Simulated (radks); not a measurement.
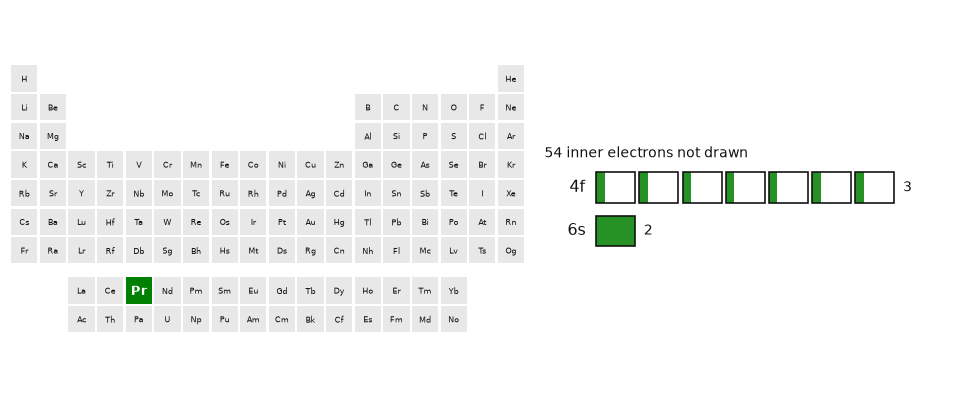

Figure 1. Left, the place of praseodymium in the periodic table; right, the outer shells as the input fills them: a box for each of the 2l + 1 orbitals, shaded by the share of the shell that is filled, with the electron count at the right.

**Run report: Pr, atomic calculation**

A free Pr atom in the configuration [Xe] 4f3 6s2 (high spin). Computed at this level: scalar-relativistic Kohn-Sham, PBE, spin-polarised, spherical densities, finite nucleus (the in-house radial solver radks).

### The input
```
Z 59
configuration [Xe] 4f3 6s2
relativity scalar-relativistic
functional pbe,pbe
spin polarised
nucleus finite rms 4.8919 fm
c 137.035999084
mesh_step 0.012
max_iterations 91
```

Energies in input and log are in hartree, lengths in bohr (the nuclear radius in fm).

Hardware: 1 thread of Arm Neoverse V1, 23 GiB of memory available, shared host.

Launched within a batch (the task file carries these settings):
```bash
python <driver script> task.json out
```

### Log
```
1s      1   1.0000       -1536.55785011
2s      1   1.0000        -247.18727483
2p      1   3.0000        -221.18665124
3s      1   1.0000         -53.32829985
3p      1   3.0000         -45.09166222
3d      1   5.0000         -33.52320524
4s      1   1.0000         -10.62213663
4p      1   3.0000          -7.93212941
4d      1   5.0000          -4.08464587
4f      1   3.0000          -0.06783778
5s      1   1.0000          -1.45260475
5p      1   3.0000          -0.80355859
6s      1   1.0000          -0.12936824
1s      2   1.0000       -1536.55784116
2s      2   1.0000        -247.18716107
2p      2   3.0000        -221.18660845
3s      2   1.0000         -53.30213203
3p      2   3.0000         -45.06561775
3d      2   5.0000         -33.50302717
4s      2   1.0000         -10.54721706
4p      2   3.0000          -7.85624204
4d      2   5.0000          -4.00754632
4f      2   0.0000          -0.00267284
5s      2   1.0000          -1.40078412
5p      2   3.0000          -0.76340645
6s      2   1.0000          -0.12350074
Etot -9236.912250492125
Ekin 9809.355131505703
Encl -22409.62571144563
Eh 3579.1741223283952
Exc -215.81579288059223
err 5.212467995454449e-09
it 15
```

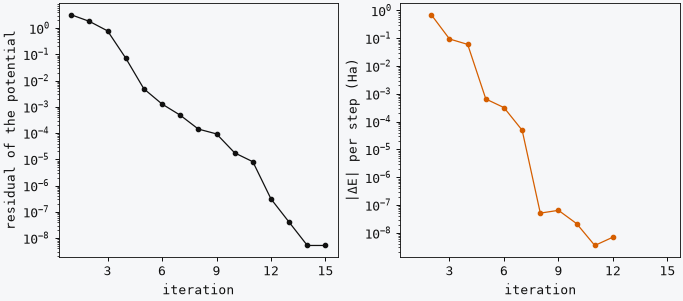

Figure 2. Convergence: residual of the potential and change of the energy from step to step (the smallest changes aren't drawn) against the iteration. The residual falls almost steadily, with no more than small rises or pauses. It goes from 3.2 to 5.2×10⁻⁹ in 15 steps.

### What the run reported

```tsv
quantity	value
outcome	converged
total energy	−9236.9123 hartree
kinetic energy	9809.3551 hartree
electron–nucleus energy	−22409.6257 hartree
Hartree energy	3579.1741 hartree
exchange–correlation energy	−215.815793 hartree
radius at density 0.001 e/bohr³	5.39 bohr
SCF iterations	15
```

### What is odd here

A numerical setting was moved from its usual value: mesh step h = 0.012. The program ran to the end, and its total energy equals that of the same run with the usual input (−9236.91225 hartree) within 10⁻⁵ hartree, so the oddity leaves no trace in it.
